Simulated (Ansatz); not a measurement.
## Amorphous Si24O50Ti

It comes from a melt-quench run on a machine-learned potential (CHGNet), relaxed afterwards by DFT. O atoms were pushed apart under 1.9 Å during the dynamics, to hinder bonds among them. The hot cell started wider than the set density and was brought back towards it in steps. It is the lowest in DFT energy of 2 quenches. It is a model cell: composition and starting density were chosen by hand, and all elements were melted together. No dispersion term was used.

Methods: PBE, scalar-relativistic without spin-orbit coupling (Ansatz, a first-principles code); r2SCAN, scalar-relativistic without spin-orbit coupling (Ansatz); HSE06, scalar-relativistic without spin-orbit coupling (Ansatz). Geometry, pressure, stress and energy are those of the PBE run. Its sampling: a 2×2×2 Γ-centred mesh; Fermi-Dirac width 0.02 eV; no spin polarisation. Other functionals are single points at the zone centre (r2SCAN at 500 eV; exact exchange cut at the cell's faces), free to take moments where seeds were set. At PBE the levels at both edges of the gap are localised (band-tail or defect states), and the nearest spread-out levels lie 5.6 eV apart at the zone centre.

| Item | Value |
|---|---|
| Number of atoms in the cell | 75 |
| Density (held, not predicted) | 2.24 g/cm³ |
| Volume per atom | 15.02 Å^3 |
| Pressure on a 2×2×2 Γ-centred mesh | 1.33 GPa |
| Largest force and stress component on that mesh (the relaxation ran on the zone centre alone) | 0.03 eV/Å and 1.4 GPa |
| Energy relative to alpha cristobalite + anatase TiO2 (lowest mix at this level among the phases computed, not always the ambient ones) | 6.7 kJ/mol of atoms |
| Gap between localised states on a 2×2×2 Γ-centred mesh (PBE) | 4.11 eV |
| Gap between localised states at the zone centre (PBE) | 4.13 eV |
| Gap between localised states at the zone centre (r2SCAN) | 4.54 eV |
| Gap between localised states at the zone centre (HSE06) | 5.89 eV |

Cut-offs for bonds: Si-Si 2.60 Å, Si-O 1.88 Å, Si-Ti 2.78 Å, O-O 1.58 Å, O-Ti 2.49 Å, Ti-Ti 3.12 Å. Two cations that share two anions don't count as bonded, nor two that share one unless they lie closer than Si-Si 2.38 Å, Si-Ti 2.71 Å, Ti-Ti 3.04 Å.

```json
{
 "Mean coordination of Si by anions": "4.00 (24 with 4)",
 "Mean coordination of O": "2.02 (49 with 2, 1 with 3)",
 "Mean coordination of Ti by anions": "5.00 (1 with 5)",
 "Mean Si-O bond": "1.631 Å (spread 0.016 Å, 96 counted)",
 "Mean O-Ti bond": "1.947 Å (spread 0.202 Å, 5 counted)"
}
```

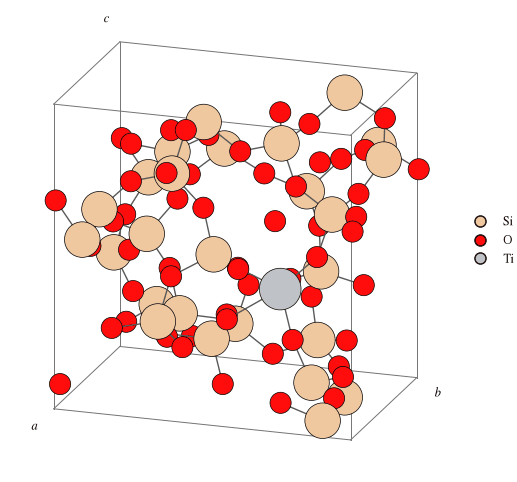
Figure: The relaxed cell

Its density started from a set value of 2.24 g/cm³. The quench (nominally 400 K/ps over its main leg) was far faster than any real one, so the model tends to hold more defects than a real film. One small periodic cell is one sample of the glass; other quenches scatter about these values. The volume was held where the preparation left it and the shape relaxed, at a PBE pressure of 1.3 GPa. Stress components on the final sampling reach 1.4 GPa.
